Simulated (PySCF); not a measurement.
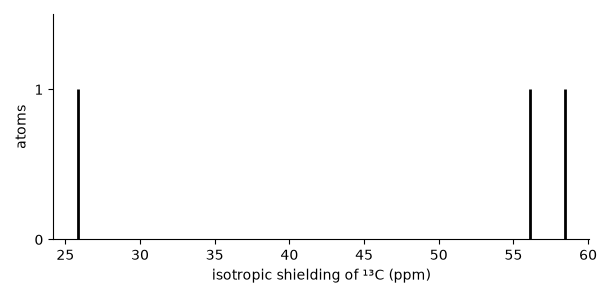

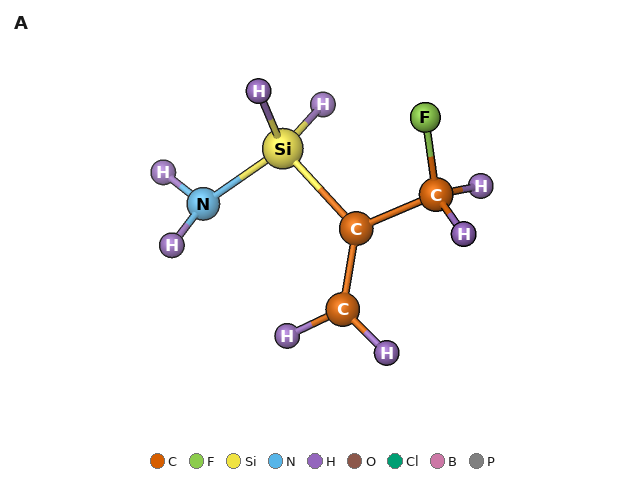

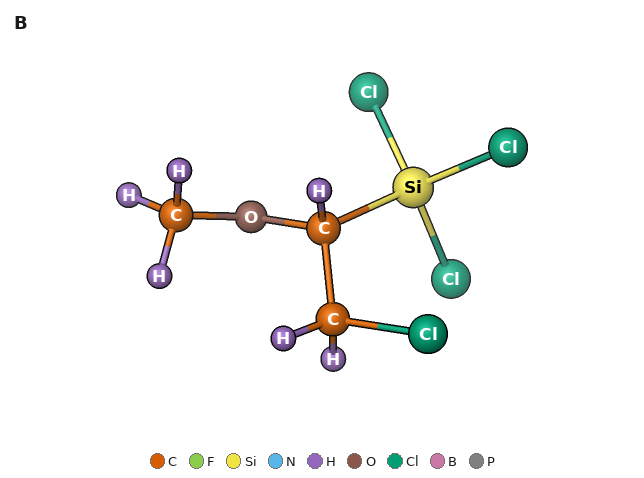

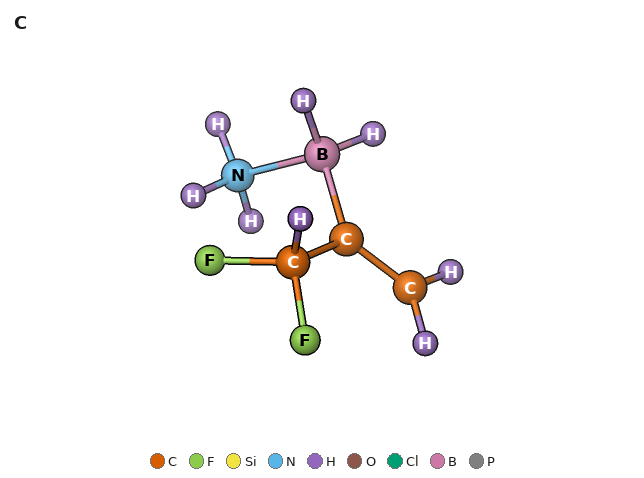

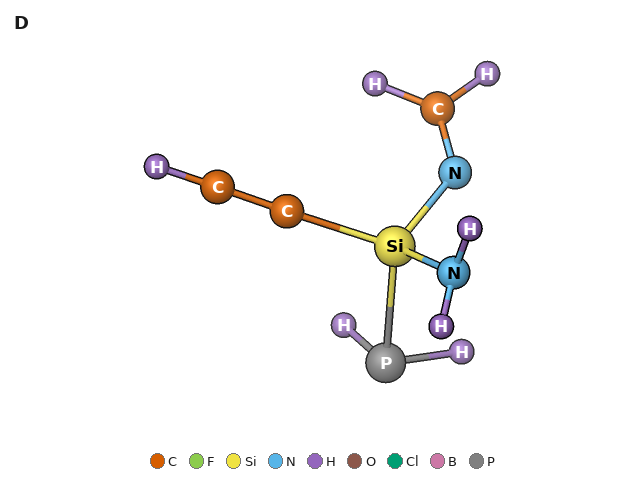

The sticks are computed shieldings of one of the molecules, for one fixed geometry (GFN2-xTB) without averaging over rotations. Low shielding means a high chemical shift. Method: GIAO PBE0/pcSseg-1 NMR shielding, non-relativistic, gas phase (PySCF 2.14.0).

Question: Match the spectrum to a structure.

Answer: C, `C=C([BH2-][NH3+])C(F)F`. Its 3 C atoms give lines at 25.8, 56.1, 58.4 ppm.

The geometry is semi-empirical. Around B, P, Si such bond lengths and angles can be off by a tenth of an ångström or more and by several degrees, and values that hang on the shape move with them.
